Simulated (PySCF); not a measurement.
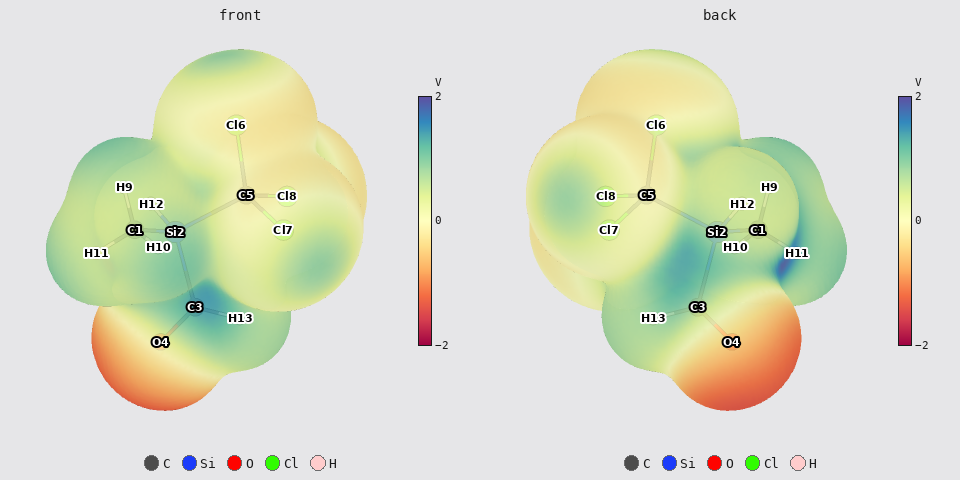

Figure. C₃H₅Cl₃OSi. The molecular electrostatic potential painted on the density surface at 0.002 e/bohr³, seen from the front and from behind; red is negative and blue positive.

Geometry: GFN2-xTB.

Theory: B3LYP/def2-SVPD, SCF density, gas phase (PySCF).

The calculation's input:

```
{"job": {"kind": "uv", "xc": "B3LYP", "basis": "def2-SVPD", "nstates": 8, "ntriplets": 3}, "charge": 0, "multiplicity": 1}
C      1.141852    -0.903941     1.032865
Si     0.445401     0.087501    -0.419383
C      0.223203     1.947545     0.043823
O      1.154031     2.650769     0.334238
C     -1.362490    -0.551674    -0.759858
Cl    -1.363084    -2.275848    -1.168915
Cl    -2.377434    -0.310440     0.679176
Cl    -2.080087     0.351303    -2.112762
H      1.256213    -1.952477     0.770687
H      0.487729    -0.847272     1.901008
H      2.115531    -0.522578     1.325289
H      1.157197    -0.042875    -1.688861
H     -0.802450     2.370473     0.044965
```

Run with:

```sh
OMP_NUM_THREADS=1 python probes_run.py task.json out
```

Q: Which sites attract a positive test charge, and which a negative one?

A: A positive charge is drawn to the negative regions and a negative charge to the positive ones. The most negative region (about −1.3 V) lies over O4, the most positive (about +1.6 V) over Si2. Cl6 shows a σ-hole: about +0.9 V at the tip opposite its bond, against about 0.0 V on its flanks. Cl7 shows a σ-hole: about +0.9 V at the tip opposite its bond, against about +0.2 V on its flanks. Cl8 shows a σ-hole: about +0.9 V at the tip opposite its bond, against about 0.0 V on its flanks. O4 is the likeliest acceptor of a hydrogen bond.

Q: How polar is the molecule by this calculation?

A: Its dipole moment is 1.52 D.
